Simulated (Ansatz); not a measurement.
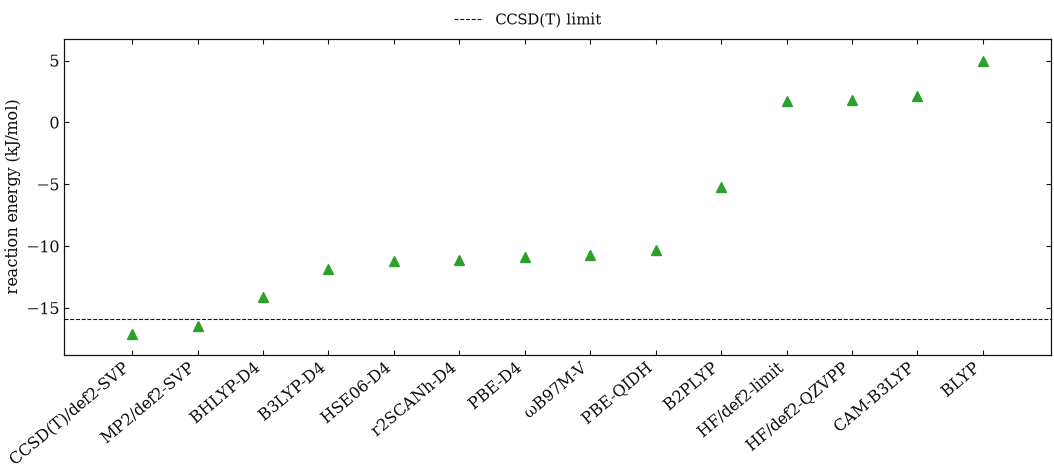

Electronic reaction energy of GeNH₃ClF ([NH2][GeH]([F])[Cl]) + Si₂NH₇ ([SiH3]N[SiH3]) → GeSi₂NH₇ClF ([F][GeH]([Cl])[N]([SiH3])[SiH3]) + NH₃ (N) (SMILES in brackets) at several levels (functionals in def2-TZVPP unless a basis is named), isolated molecules at PBE0-D4 triple-zeta geometries, minima by their frequencies, no zero-point or thermal terms, the Ansatz code. The line is frozen-core CCSD(T) at the basis limit (MP2 extrapolated from triple and quadruple zeta, plus CCSD(T) less MP2 in a smaller set). PBE-QIDH and B2PLYP hold a correlation term that converges slowly with the basis, so part of the distance to the limit is basis error. No dispersion term is added to PBE-QIDH, B2PLYP, CAM-B3LYP and BLYP. The distance of CCSD(T)/def2-SVP and MP2/def2-SVP to the limit includes basis error.

> Which level comes closest to the line (CCSD(T) limit), and which misses most?

Closest MP2/def2-SVP (−16.4 kJ/mol), against −15.9 kJ/mol; farthest BLYP (5.0 kJ/mol).

> Give the values.

```csv
level,kJ/mol,less CCSD(T) limit
CCSD(T)/def2-SVP,−17.1,−1.2
MP2/def2-SVP,−16.4,−0.6
BHLYP-D4,−14.1,1.8
B3LYP-D4,−11.8,4.0
HSE06-D4,−11.2,4.7
r2SCANh-D4,−11.1,4.7
PBE-D4,−10.9,5.0
ωB97M-V,−10.7,5.2
PBE-QIDH,−10.3,5.5
B2PLYP,−5.2,10.6
HF/def2-limit,1.7,17.6
HF/def2-QZVPP,1.8,17.7
CAM-B3LYP,2.1,18.0
BLYP,5.0,20.9
CCSD(T) limit,−15.9,0.0
```

Known limits of this run: no scalar relativity up to krypton; outer-core shells are correlated without core-valence functions, which makes the correlated values less sure; one conformer of each flexible molecule.
